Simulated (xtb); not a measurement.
## CH4GeO2: geometry relaxation (part 3 of 3)

CH4GeO2; GFN2-xTB (xtb 6.7.1). The geometry: force field.

Geometry of the input (Å):
```
O  0.8291  -1.0153  1.4211
C  0.6302  -0.2259  0.4061
O  1.6926  0.4481  -0.1482
Ge -1.0371  0.0492  -0.3445
H  2.6541  0.3237  0.2403
H  -1.8028  1.2454  0.3689
H  -0.9560  0.3458  -1.8513
H  -1.9181  -1.2282  -0.1483
```

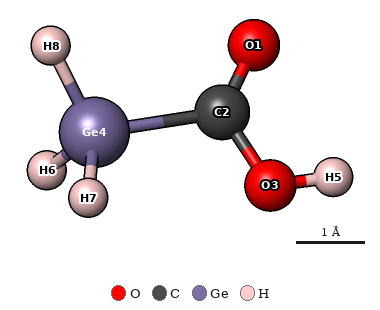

Figure 1. The geometry at step 5 of the log (ball-and-stick view, seen at a tilt; atoms are numbered from 1 in the order of the input).

### What the program printed, continued
```
 SCC (total)                   0 d,  0 h,  0 min,  0.002 sec
 SCC setup                      ...        0 min,  0.000 sec ( 11.467%)
 Dispersion                     ...        0 min,  0.000 sec (  1.030%)
 classical contributions        ...        0 min,  0.000 sec (  0.419%)
 integral evaluation            ...        0 min,  0.000 sec ( 18.879%)
 iterations                     ...        0 min,  0.001 sec ( 30.937%)
 molecular gradient             ...        0 min,  0.001 sec ( 33.149%)
 printout                       ...        0 min,  0.000 sec (  3.433%)

         :::::::::::::::::::::::::::::::::::::::::::::::::::::
         ::                     SUMMARY                     ::
         :::::::::::::::::::::::::::::::::::::::::::::::::::::
         :: total energy             -14.224895921814 Eh    ::
         :: gradient norm              0.000514604492 Eh/a0 ::
         :: HOMO-LUMO gap              4.144081338688 eV    ::
         ::.................................................::
         :: SCC energy               -14.320004592748 Eh    ::
         :: -> isotropic ES            0.041238211852 Eh    ::
         :: -> anisotropic ES          0.001039955774 Eh    ::
         :: -> anisotropic XC         -0.000777710728 Eh    ::
         :: -> dispersion             -0.003600424641 Eh    ::
         :: repulsion energy           0.095108670934 Eh    ::
         :: add. restraining           0.000000000000 Eh    ::
         :: total charge              -0.000000000000 e     ::
         :::::::::::::::::::::::::::::::::::::::::::::::::::::

           -------------------------------------------------
          |                Numerical Hessian                |
           -------------------------------------------------
step length          :   0.00500
SCC accuracy         :   0.30000
Hessian scale factor :   1.00000
frozen atoms in %    :   0.00000    0
RMS gradient         :   0.00051
estimated CPU  time      0.00 min

writing file <hessian>, containing the non-mass-weighted Hessian matrix in atomic units (Eₕ/Bohr²).

 projected vibrational frequencies (cm⁻¹)
eigval :       -0.00    -0.00    -0.00     0.00     0.00     0.00
eigval :       31.16   197.42   330.81   352.28   513.25   576.45
eigval :      640.58   703.92   744.71   831.24   852.36  1113.04
eigval :     1193.07  1772.19  2016.69  2098.45  2117.13  3358.58
           -------------------------------------------------
          |                Property Printout                |
           -------------------------------------------------

    * Orbital Energies and Occupations

         #    Occupation            Energy/Eh            Energy/eV
      -------------------------------------------------------------
         1        2.0000           -0.7553068             -20.5529
         2        2.0000           -0.7277200             -19.8023
         3        2.0000           -0.6702642             -18.2388
         4        2.0000           -0.6335408             -17.2395
         5        2.0000           -0.5960248             -16.2187
         6        2.0000           -0.5841687             -15.8960
         7        2.0000           -0.5668079             -15.4236
         8        2.0000           -0.4951017             -13.4724
         9        2.0000           -0.4900475             -13.3349
        10        2.0000           -0.4541530             -12.3581
        11        2.0000           -0.4537033             -12.3459
        12        2.0000           -0.4084281             -11.1139 (HOMO)
        13                         -0.2561359              -6.9698 (LUMO)
        14                         -0.1389068              -3.7798
        15                         -0.1263995              -3.4395
        16                         -0.1172801              -3.1914
        17                          0.0024396               0.0664
        18                          0.0227196               0.6182
        19                          0.0301156               0.8195
        20                          0.1280896               3.4855
        21                          0.2383534               6.4859
        22                          0.6285543              17.1038
        23                          0.7869443              21.4138
       ...                                ...                  ...
        25                          1.0487825              28.5388
      -------------------------------------------------------------
                  HL-Gap            0.1522922 Eh            4.1441 eV
             Fermi-level           -0.3322820 Eh           -9.0419 eV

     #   Z          covCN         q      C6AA      α(0)
     1   8          0.859    -0.384    21.369     6.198
     2   6          2.595     0.307    21.814     7.637
     3   8          1.676    -0.353    19.947     6.030
     4  32          3.725     0.071   170.426    23.437
     5   1          0.804     0.323     0.655     1.271
     6   1          0.939     0.007     2.936     2.679
     7   1          0.940     0.013     2.844     2.637
     8   1          0.940     0.016     2.795     2.614

 Mol. C6AA /au·bohr⁶  :       1052.802991
 Mol. C8AA /au·bohr⁸  :      44194.848692
 Mol. α(0) /au        :         52.501444

Wiberg/Mayer (AO) data.
largest (>0.10) Wiberg bond orders for each atom

 ---------------------------------------------------------------------------
     #   Z sym  total        # sym  WBO       # sym  WBO       # sym  WBO
 ---------------------------------------------------------------------------
     1   8      2.109 --     2      1.808     3      0.175
     2   6      3.862 --     1      1.808     3      1.155     4      0.782
     3   8      2.264 --     2      1.155     5      0.860     1      0.175
     4  32      3.569 --     6      0.868     7      0.867     8      0.866
                             2      0.782
     5   1      0.895 --     3      0.860
     6   1      1.000 --     4      0.868
     7   1      1.000 --     4      0.867
     8   1      1.000 --     4      0.866
 ---------------------------------------------------------------------------

molecular dipole:
                 x           y           z       tot (Debye)
 q only:       -0.082       0.463      -0.587
   full:        0.322       0.451      -0.449       1.813
molecular quadrupole (traceless):
                xx          xy          yy          xz          yz          zz
 q only:        5.606       1.802      -2.103      -0.445       2.919      -3.503
  q+dip:        6.261       1.954      -2.134      -0.767       4.191      -4.127
   full:        6.491       1.656      -2.238      -0.431       4.731      -4.253

           -------------------------------------------------
          |                Geometry Summary                 |
           -------------------------------------------------

      molecular mass/u    :      120.6688589
   center of mass at/Å    :       -0.2582574      -0.0755214      -0.0112898
  moments of inertia/u·Å² :        0.4686902E+02   0.1774546E+03   0.2184896E+03
rotational constants/cm⁻¹ :        0.3596754E+00   0.9499687E-01   0.7715532E-01

 * 6 selected distances

     #   Z          #   Z                                           value/Å
     1   8          2   6                                         1.1985339
     2   6          3   8                                         1.3331754
     3   8          5   1                                         0.9742378 (min)
     4  32          6   1                                         1.4925983 (max)
     4  32          7   1                                         1.4903779
     4  32          8   1                                         1.4894943
Molecule has no symmetry elements
It seems to be the C1 point group

 * 3 distinct bonds (by element types)

   Z      Z             #   av. dist./Å        max./Å        min./Å
   1 H    8 O           1     0.9742378     0.9742378     0.9742378
   6 C    8 O           2     1.2658547     1.3331754     1.1985339
   1 H   32 Ge          3     1.4908235     1.4925983     1.4894943

           -------------------------------------------------
          |               Frequency Printout                |
           -------------------------------------------------
 projected vibrational frequencies (cm⁻¹)
eigval :       -0.00    -0.00    -0.00     0.00     0.00     0.00
eigval :       31.16   197.42   330.81   352.28   513.25   576.45
eigval :      640.58   703.92   744.71   831.24   852.36  1113.04
eigval :     1193.07  1772.19  2016.69  2098.45  2117.13  3358.58
 reduced masses (amu)
    1:     14.24    2:      7.39    3:     12.55    4:      8.91    5:     12.84    6:      5.53
    7:      1.14    8:      4.19    9:      1.80   10:      5.72   11:      1.24   12:      1.56
   13:      3.07   14:      1.51   15:      1.11   16:      1.03   17:      1.02   18:      3.96
   19:      1.78   20:     11.38   21:      1.01   22:      1.02   23:      1.03   24:      1.06
 IR intensities (km·mol⁻¹)
    1:      0.04    2:      0.68    3:      0.16    4:      0.15    5:      0.07    6:      2.50
    7:      0.46    8:      0.88    9:      4.08   10:     25.65   11:     93.79   12:    133.62
   13:     97.03   14:    132.12   15:    315.51   16:    113.41   17:     90.68   18:    237.14
   19:     30.54   20:    404.31   21:     77.27   22:    405.62   23:    434.61   24:     11.50
 Raman intensities (Ä⁴*amu⁻¹)
    1:      0.00    2:      0.00    3:      0.00    4:      0.00    5:      0.00    6:      0.00
    7:      0.00    8:      0.00    9:      0.00   10:      0.00   11:      0.00   12:      0.00
   13:      0.00   14:      0.00   15:      0.00   16:      0.00   17:      0.00   18:      0.00
   19:      0.00   20:      0.00   21:      0.00   22:      0.00   23:      0.00   24:      0.00
 output can be read by thermo (or use thermo option).
 writing <g98.out> molden fake output.
 recommended (thermochemical) frequency scaling factor: 1.0
           -------------------------------------------------
          |             Thermodynamic Functions             |
           -------------------------------------------------

c1  symmetry found (for desy threshold:  0.10E+00) used in thermo

          ...................................................
          :                      SETUP                      :
          :.................................................:
          :  # frequencies                          18      :
          :  # imaginary freq.                       0      :
          :  linear?                             false      :
          :  only rotor calc.                    false      :
          :  symmetry                               c1      :
          :  rotational number                       1      :
          :  scaling factor                  1.0000000      :
          :  rotor cutoff                   50.0000000 cm⁻¹ :
          :  imag. cutoff                  -20.0000000 cm⁻¹ :
          :.................................................:

    mode    ω/cm⁻¹     T·S(HO)/kcal·mol⁻¹    T·S(FR)/kcal·mol⁻¹   T·S(vib)
   ------------------------------------------------------------------------
       1     31.16    -1.71562 ( 13.11%)    -1.19556 ( 86.89%)    -1.26372
       2    197.42    -0.64311 ( 99.59%)    -0.64955 (  0.41%)    -0.64314
   ------------------------------------------------------------------------

   temp. (K)  partition function   enthalpy   heat capacity  entropy
                                   cal/mol     cal/K/mol   cal/K/mol   J/K/mol
 298.15  VIB   24.2                 1941.269     12.668     11.330
         ROT  0.103E+06              888.727      2.981     25.918
         INT  0.249E+07             2829.997     15.648     37.248
         TR   0.406E+26             1481.212      4.968     40.278
         TOT                        4311.2090    20.6163    77.5257   324.3677

       T/K    H(0)-H(T)+PV         H(T)/Eh          T*S/Eh         G(T)/Eh
   ------------------------------------------------------------------------
    298.15    0.687035E-02    0.511655E-01    0.368350E-01    0.143305E-01
   ------------------------------------------------------------------------

         :::::::::::::::::::::::::::::::::::::::::::::::::::::
         ::                  THERMODYNAMIC                  ::
         :::::::::::::::::::::::::::::::::::::::::::::::::::::
         :: total free energy         -14.210565389801 Eh   ::
         ::.................................................::
         :: total energy              -14.224895921814 Eh   ::
         :: zero point energy           0.044295166998 Eh   ::
         :: G(RRHO) w/o ZPVE           -0.029964634985 Eh   ::
         :: G(RRHO) contrib.            0.014330532013 Eh   ::
         :::::::::::::::::::::::::::::::::::::::::::::::::::::

optimized geometry written to: xtbopt.sdf

           -------------------------------------------------
          | TOTAL ENERGY              -14.224895921814 Eh   |
          | TOTAL ENTHALPY            -14.173730405974 Eh   |
          | TOTAL FREE ENERGY         -14.210565389801 Eh   |
          | GRADIENT NORM               0.000514827424 Eh/α |
          | HOMO-LUMO GAP               4.144081844232 eV   |
           -------------------------------------------------

------------------------------------------------------------------------
------------------------------------------------------------------------
 total:
 *  cpu-time:     0 d,  0 h,  0 min,  0.145 sec
 * ratio c/w:     1.000 speedup
 SCF:
 *  cpu-time:     0 d,  0 h,  0 min,  0.004 sec
 * ratio c/w:     0.999 speedup
 ANC optimizer:
 *  cpu-time:     0 d,  0 h,  0 min,  0.027 sec
 * ratio c/w:     1.000 speedup
 analytical hessian:
 *  cpu-time:     0 d,  0 h,  0 min,  0.106 sec
 * ratio c/w:     1.000 speedup
```

### File vibspectrum
```
$vibrational spectrum
#  mode     symmetry     wave number   IR intensity    selection rules
#                         cm**(-1)      (km*mol⁻¹)        IR
     1                      -0.00         0.00000          -
     2                      -0.00         0.00000          -
     3                      -0.00         0.00000          -
     4                       0.00         0.00000          -
     5                       0.00         0.00000          -
     6                       0.00         0.00000          -
     7        a             31.16         0.45625         YES
     8        a            197.42         0.87505         YES
     9        a            330.81         4.07875         YES
    10        a            352.28        25.64849         YES
    11        a            513.25        93.79330         YES
    12        a            576.45       133.62291         YES
    13        a            640.58        97.03400         YES
    14        a            703.92       132.12433         YES
    15        a            744.71       315.50681         YES
    16        a            831.24       113.40606         YES
    17        a            852.36        90.68147         YES
    18        a           1113.04       237.13514         YES
    19        a           1193.07        30.54266         YES
    20        a           1772.19       404.31158         YES
    21        a           2016.69        77.26903         YES
    22        a           2098.45       405.61615         YES
    23        a           2117.13       434.60726         YES
    24        a           3358.58        11.49819         YES
$end
```

### Standard error
```
normal termination of xtb
```

### Trajectory as extended XYZ (Å, eV, eV/Å), 10 frames, from step=0 to step=9
```
8
Properties=species:S:1:pos:R:3 step=0 energy=-386.30037
O     0.8291   -1.0153    1.4211
C     0.6302   -0.2259    0.4061
O     1.6926    0.4481   -0.1482
Ge   -1.0371    0.0492   -0.3445
H     2.6541    0.3237    0.2403
H    -1.8028    1.2454    0.3689
H    -0.9560    0.3458   -1.8513
H    -1.9181   -1.2282   -0.1483
8
Properties=species:S:1:pos:R:3 step=1 energy=-386.95597
O     0.8467   -0.9774    1.3814
C     0.6588   -0.2334    0.4248
O     1.6738    0.4402   -0.1452
Ge   -1.0712    0.0464   -0.3536
H     2.5823    0.3021    0.2531
H    -1.7634    1.2134    0.3479
H    -0.9434    0.3582   -1.8271
H    -1.8916   -1.2066   -0.1372
8
Properties=species:S:1:pos:R:3 step=2 energy=-387.05870
O     0.8825   -0.9661    1.3829
C     0.6951   -0.2575    0.4486
O     1.6607    0.4363   -0.1472
Ge   -1.0674    0.0539   -0.3583
H     2.5288    0.2936    0.2589
H    -1.7578    1.1772    0.3151
H    -0.9633    0.3657   -1.8110
H    -1.8867   -1.1603   -0.1450
8
Properties=species:S:1:pos:R:3 step=3 energy=-387.07345
O     0.8989   -0.9734    1.3976
C     0.6894   -0.2563    0.4591
O     1.6447    0.4395   -0.1564
Ge   -1.0770    0.0413   -0.3621
H     2.5157    0.2997    0.2518
H    -1.7352    1.1948    0.3158
H    -0.9447    0.3756   -1.8094
H    -1.8996   -1.1784   -0.1522
8
Properties=species:S:1:pos:R:3 step=4 energy=-387.07595
O     0.9189   -0.9733    1.4064
C     0.6961   -0.2742    0.4534
O     1.6380    0.4400   -0.1632
Ge   -1.0781    0.0420   -0.3604
H     2.5097    0.3145    0.2537
H    -1.7382    1.1935    0.3253
H    -0.9247    0.3638   -1.8083
H    -1.9298   -1.1637   -0.1628
8
Properties=species:S:1:pos:R:3 step=5 energy=-387.07789
O     0.9355   -0.9809    1.4057
C     0.6966   -0.2697    0.4686
O     1.6291    0.4436   -0.1630
Ge   -1.0795    0.0377   -0.3561
H     2.5051    0.3172    0.2439
H    -1.7361    1.1957    0.3201
H    -0.9107    0.3588   -1.8023
H    -1.9480   -1.1596   -0.1728
8
Properties=species:S:1:pos:R:3 step=6 energy=-387.07853
O     0.9409   -0.9853    1.4069
C     0.6953   -0.2784    0.4710
O     1.6201    0.4441   -0.1615
Ge   -1.0811    0.0338   -0.3523
H     2.5000    0.3244    0.2386
H    -1.7292    1.2039    0.3106
H    -0.9043    0.3633   -1.7959
H    -1.9498   -1.1630   -0.1732
8
Properties=species:S:1:pos:R:3 step=7 energy=-387.07893
O     0.9436   -0.9930    1.4045
C     0.6931   -0.2827    0.4733
O     1.6126    0.4469   -0.1582
Ge   -1.0785    0.0359   -0.3541
H     2.4974    0.3318    0.2334
H    -1.7276    1.2015    0.3133
H    -0.8932    0.3557   -1.7983
H    -1.9554   -1.1534   -0.1696
8
Properties=species:S:1:pos:R:3 step=8 energy=-387.07904
O     0.9487   -0.9994    1.4031
C     0.6936   -0.2857    0.4745
O     1.6094    0.4499   -0.1563
Ge   -1.0776    0.0342   -0.3503
H     2.4961    0.3381    0.2325
H    -1.7231    1.2070    0.3095
H    -0.8924    0.3496   -1.7947
H    -1.9626   -1.1510   -0.1742
8
Properties=species:S:1:pos:R:3 step=9 energy=-387.07914
O     0.9479   -1.0022    1.3996
C     0.6932   -0.2862    0.4728
O     1.6088    0.4520   -0.1551
Ge   -1.0781    0.0327   -0.3514
H     2.4945    0.3397    0.2348
H    -1.7196    1.2082    0.3078
H    -0.8918    0.3502   -1.7956
H    -1.9629   -1.1515   -0.1688
```

### Key numbers

| quantity | value |
| --- | --- |
| outcome | converged |
| electrons treated | 24 |
| total energy | −14.224896 hartree |
| dispersion energy | −0.003600 hartree |
| basis functions | 26 |
| HOMO | −11.11 eV |
| LUMO | −6.97 eV |
| zero-point energy | 0.044295 hartree |
| dipole moment | 1.81 D |
| wavenumbers, lowest and highest | 31 and 3359 cm⁻¹ |
| hardware | 1 thread of Arm Neoverse V1, 24 GiB of memory available, shared host |
| peak memory | 0.072 GiB |
